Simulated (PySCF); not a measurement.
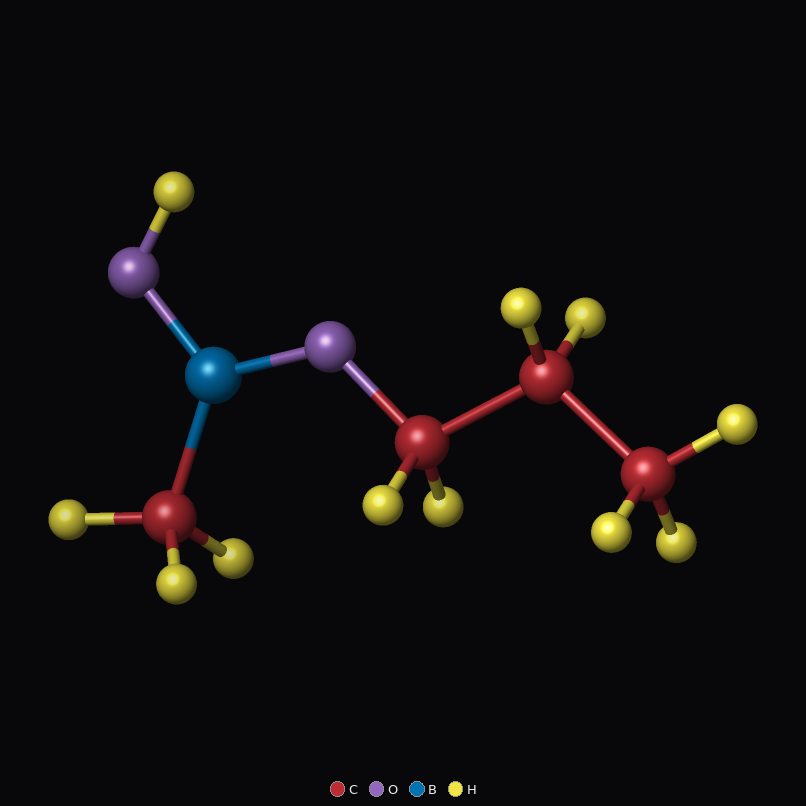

Ball-and-stick drawing of a structure.

Identify the structure.

It has 18 atoms: 4 carbon, 11 hydrogen, 1 boron and 2 oxygen (C4H11BO2). SMILES: `CCCOB(C)O`. It has no ring. Coordination: 4 C tetrahedral; 2 O bent; 1 B trigonal planar.

The parts below concern this one geometry. Atoms keep their numbers from picture to picture. The computed structure is the end point of a PBE0-D3(BJ)/def2-SVP optimisation. No frequency run is at hand to confirm it as a minimum.

### Shape

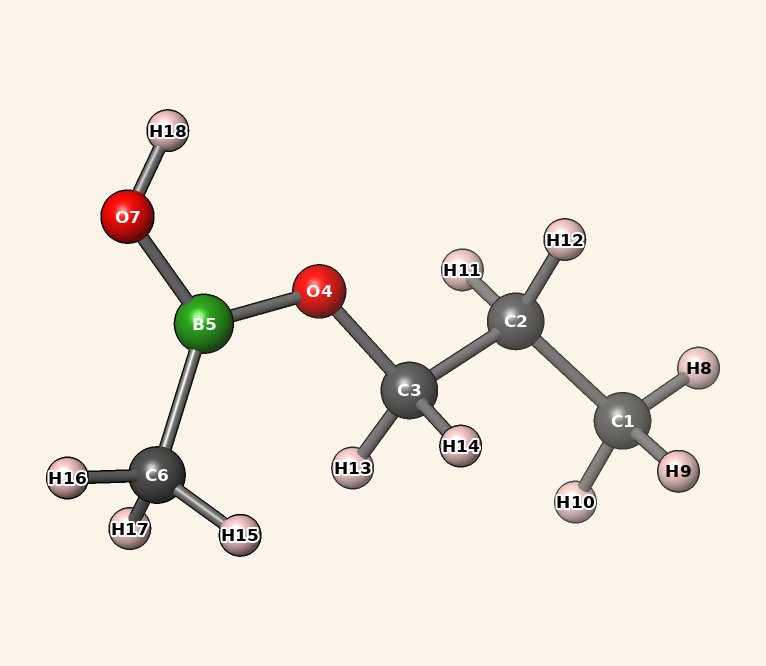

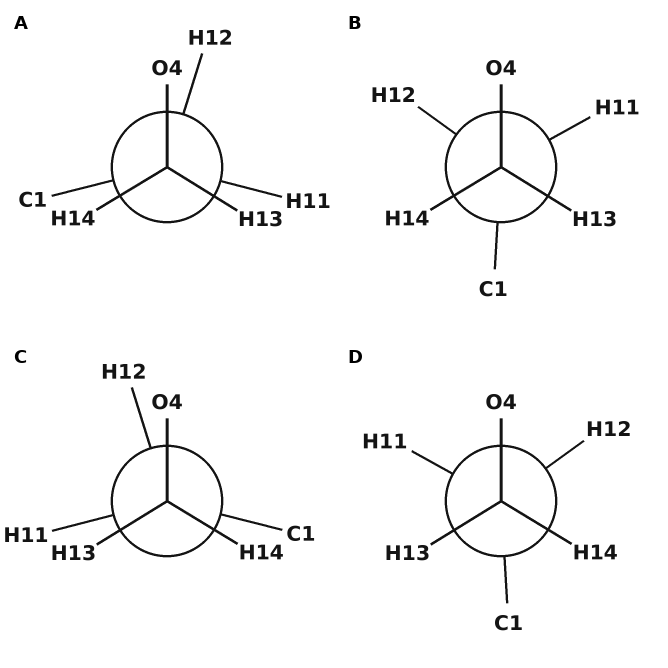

Depth is shown by fading: the farther an atom, the more it takes the colour of the background. Bonds that would overlap in a projection are set slightly apart. No frequency run is at hand to confirm it as a minimum.

Question: Which Newman projection shows the view along C3–C2, with C3 in front?

Answer: D. The torsion angle O4–C3–C2–C1 is 176°, antiperiplanar (anti).

### NMR shielding

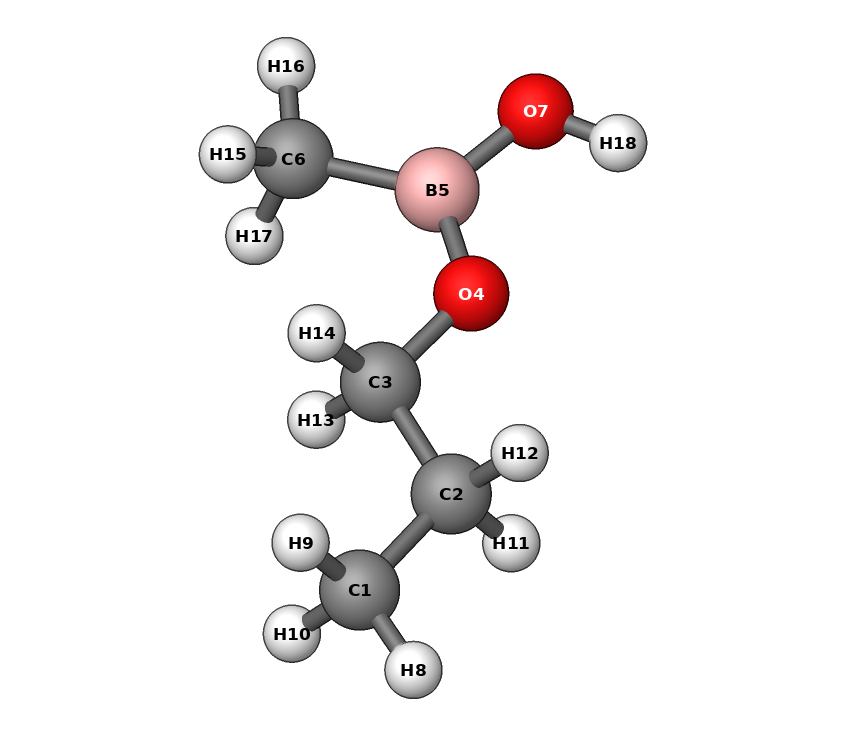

No frequency run is at hand to confirm it as a minimum. Properties computed with GIAO PBE0/pcSseg-1 NMR shielding, non-relativistic, gas phase (PySCF 2.14.0). Principal shieldings σ11 ≤ σ22 ≤ σ33, span Ω = σ33 − σ11, skew κ = 3(σiso − σ22)/Ω.

Give the shielding tensors of the B atoms.

| atom | σ11 | σ22 | σ33 | σiso | Ω | κ |
| --- | --- | --- | --- | --- | --- | --- |
| B5 | 50.0 | 70.2 | 88.8 | 69.6 | 38.8 | −0.04 |

Shieldings and span in ppm.

### Excitation

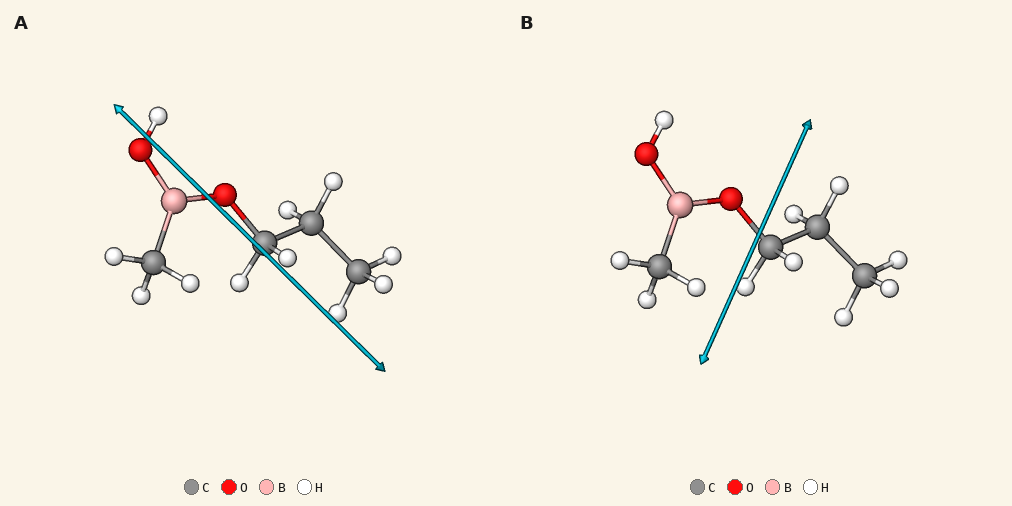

The double arrows show the directions of two transition dipoles from the ground state (lengths mean nothing). No frequency run is at hand to confirm it as a minimum. Properties computed with TDDFT B3LYP/def2-SVPD, vertical, gas phase, core orbitals frozen in the response (PySCF 2.14.0).

Question: One belongs to singlet state 2 and one to singlet state 7. Which is which?

Answer: A: state 7, 8.39 eV (148 nm), oscillator strength 0.12, mainly HOMO → LUMO+3 (weight 0.82).
B: state 2, 7.66 eV (162 nm), oscillator strength 0.025, mainly HOMO−1 → LUMO (weight 0.97).

### Polarisability

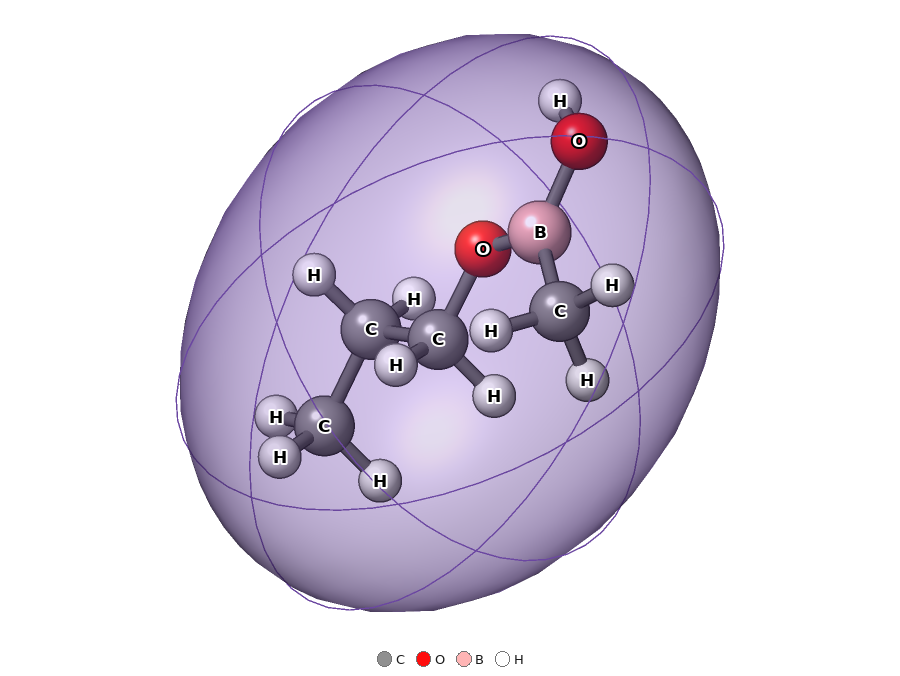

The ellipsoid shows the static dipole polarisability: its half-axes are proportional to the principal values. No frequency run is at hand to confirm it as a minimum. Method: B3LYP/def2-SVPD (PySCF 2.14.0).

Question: Give the principal values, the mean and the anisotropy.

Answer: Principal values 60.4, 72.8, 86.5 bohr³; mean 73.2 bohr³ (10.85 Å³); anisotropy 22.6 bohr³, so the longest axis is 1.43 times the shortest.
